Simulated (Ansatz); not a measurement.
**Run report: WCl2O2 (charge −1), single-point calculation**

- system: WCl2O2, charge −1, multiplicity 2
- method: UKS wB97M-V/def2-mTZVPP (Ansatz 0.2.0)

Some settings of this run were made unusual or wrong on purpose. The geometry comes from this level: r2SCAN-D4/def2-SVP.

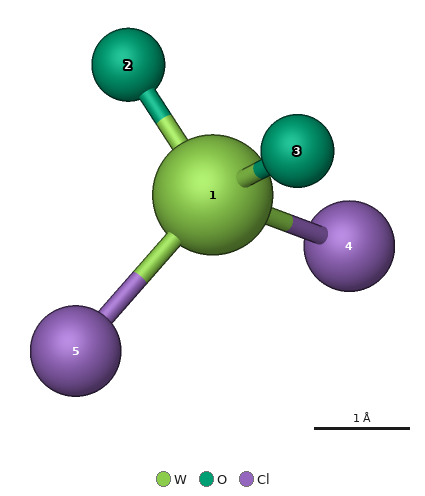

*The structure as given in the input (ball-and-stick view, seen at a tilt; atoms are numbered from 1 in the order of the input). Sticks mark near contacts.*

Bond lengths as drawn: Cl–W 2.27 Å and O–W 1.70 Å.

Input
```yaml
crystal:
  periodic: [false, false, false]
  atoms:
    - {symbol: W, position_ang: [0.064417, -0.000189, 0.045012]}
    - {symbol: O, position_ang: [0.125453, -0.014716, 1.747866]}
    - {symbol: O, position_ang: [1.684586, 0.006719, -0.482873]}
    - {symbol: Cl, position_ang: [-0.940518, 1.921111, -0.638721]}
    - {symbol: Cl, position_ang: [-0.933948, -1.912935, -0.671284]}
basis:
  gaussian: {orbitals: def2-mTZVPP}
total_charge: -1
magnetization: {spin_polarized: true, initial_magnetization: 1}
hamiltonian: {xc: {name: wB97M-V}}
scf: {omitted_lower_state_checks: [starts]}
```

Launch command:
```bash
ansatz run in.yaml --threads 4 --pin off --events-out ev --progress --plain --max-ram 3916MiB
```

What the program printed
```
Functional definition: wB97M-V
  name "wB97M-V"
  cite "Mardirossian & Head-Gordon, J. Chem. Phys. 144, 214110 (2016) doi:10.1063/1.4952647"
  cite "Becke, J. Chem. Phys. 107, 8554 (1997) doi:10.1063/1.475007"
  cite "Vydrov & Van Voorhis, J. Chem. Phys. 133, 244103 (2010) doi:10.1063/1.3521275"
  # Of w^i u^j: cxij and so on, Table III.
  parameter omega = 0.3/bohr
  parameter cx = 0.15
  parameter cx01 = 1.007
  parameter cx10 = 0.259
  parameter css00 = 0.443
  parameter css04 = -1.437
  parameter css10 = -4.535
  parameter css20 = -3.390
  parameter css43 = 4.278
  parameter cos00 = 1.000
  parameter cos10 = 1.358
  parameter cos20 = 2.924
  parameter cos21 = -8.812
  parameter cos60 = -1.390
  parameter cos61 = 9.142
  parameter b = 6.0
  parameter c = 0.01
  gx(w, u) = 1 - cx + cx01*u + cx10*w
  gss(w, u) = css00 + css04*u^4 + css10*w + css20*w^2 + css43*w^4*u^3
  gos(w, u) = cos00 + cos10*w + (cos20 + cos21*u)*w^2 + (cos60 + cos61*u)*w^6
  exchange = spin_sum(e_x_unif_sr(omega)*gx(b97_w, b97_u_x)) + cx*exact_x_sr(omega) + exact_x_lr(omega)
  correlation = spin_sum(e_c_pw_mod_same_spin*gss(b97_w, b97_u_same))
      + integral(e_c_pw_mod_opposite_spin*gos(b97_w_opposite, b97_u_opposite)) + vv10(b, c)
these checks for a lower state are left out or cut short: starts
1188 factors; their error is unknown
328 factors; integrals over basis functions are off by at most 7.3e-6 eV
mean field evaluation 1: about -30960.1321 eV, gradient 4.8e1 eV
mean field evaluation 2: about -30920.1834 eV, gradient 1.2e2 eV
mean field evaluation 4: about -30969.1436 eV, gradient 1.4e0 eV
mean field evaluation 8: about -30969.1601 eV, gradient 1.0e-1 eV
mean field evaluation 16: about -30969.2380 eV, gradient 1.3e-3 eV
mean field -30969.23799003 eV, -1138.0985044301 hartree, gradient 4.4e-5 eV, S^2 0.753945; 0 other end points of the search recorded, 0 dependent functions left out
reference -30969.23803353 eV, -1138.0985060288 hartree; 33, 32 occupied and 105, 106 virtual orbitals, 1188 factors
Total energy: -30969.23803353 eV, -1138.0985060288 hartree
Checks for a lower state left out: starts
```

Outcome

```tsv
quantity	value
outcome	converged
total energy	−30969.2380 eV
⟨S²⟩	0.754
SCF solution under orbital rotations	stable
hardware	4 threads of Arm Neoverse V2, 23 GiB of memory available, shared host
wall time	12 s (CPU time 45 s)
peak memory	0.82 GiB
```

Diagnosis

The input was spoiled on purpose: charge. The run converged all the same; its numbers are those of the faulty input and shouldn't be used.
